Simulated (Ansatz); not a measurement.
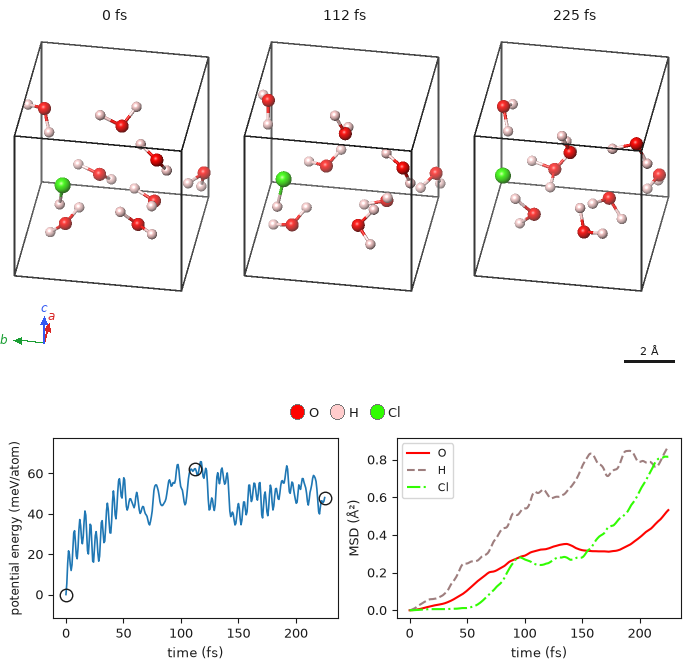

First-principles dynamics of a periodic cell with 8 H2O + 1 HCl at 0.937 g/cm³, 225 fs long. Frames and the history of the run. A ball-and-stick model of the simulation cell, seen from a free direction. Atoms that leave the cell re-enter on the other side.

Method: DFT PBE-D3(BJ), scalar-relativistic, plane waves, PAW in Ansatz 0.2.0. Run with plane-wave cutoff 420 eV; k-point mesh 1 × 1 × 1; Fermi-Dirac smearing 0.02 eV; low-accuracy preset; Langevin thermostat (NVT); set temperature 500 K; time step 0.75 fs; friction 0.02 per fs.

**What happens in this trajectory?**

The mean temperature in the second half is 537 K (standard deviation 102 K). The potential energy in the second half lies on average 50.6 meV per atom above the first frame. Root-mean-square distances from the starting positions over the second half, with the common drift of all atoms taken out: H 0.86 Å, Cl 0.67 Å, O 0.60 Å. The heavy atoms stay within a fraction of a molecule's size of their starting places; so short a run doesn't tell a liquid from a solid. Bond changes: 2 H–O bonds form between 134 fs and 202 fs; one Cl–H bond breaks at about 208 fs.

Limits of the set-up: the program's low-accuracy preset was used; the periodic images lie only 6.8 Å apart, so the values are limited by the cell's size.

Cost: 8.2 min on 1 thread of Arm Neoverse V1, with other jobs on the host, peak memory 0.41 GiB.
